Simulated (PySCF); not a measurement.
C4H8BCl3Ge, SMILES CB(C)/C=[CH]/[Ge]([Cl])([Cl])[Cl] at its GFN2-xTB optimised geometry (Å):

```
17

Ge    -0.7497    -1.0223     0.0000
Cl    -1.3896     1.0223     0.0000
Cl     1.3896    -1.0223     0.0000
Cl    -1.3865    -1.8561     1.8691
C     -1.4675    -2.0262    -1.5641
C     -0.7085    -2.6590    -2.4502
B     -1.2205    -3.4958    -3.6646
C     -2.1479    -2.8153    -4.7366
C     -0.7667    -4.9967    -3.7884
H     -2.5452    -2.0362    -1.6308
H      0.3679    -2.6243    -2.2997
H     -3.1267    -2.6402    -4.2890
H     -1.7841    -1.8343    -5.0356
H     -2.3034    -3.4092    -5.6331
H     -1.5111    -5.6298    -4.2652
H     -0.4822    -5.4518    -2.8430
H      0.1157    -5.0297    -4.4293
```

Calculation: CAM-B3LYP/def2-SVP run with PySCF 2.14.0.

Map of the electrostatic potential (hartree/e), clipped to [-0.08, 0.12] on the plane z = 0.8 Å:

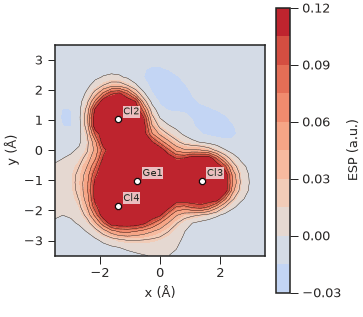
Electrostatic potential (hartree/e), clipped to [-0.08, 0.12] on the plane z = 0.8 Å.
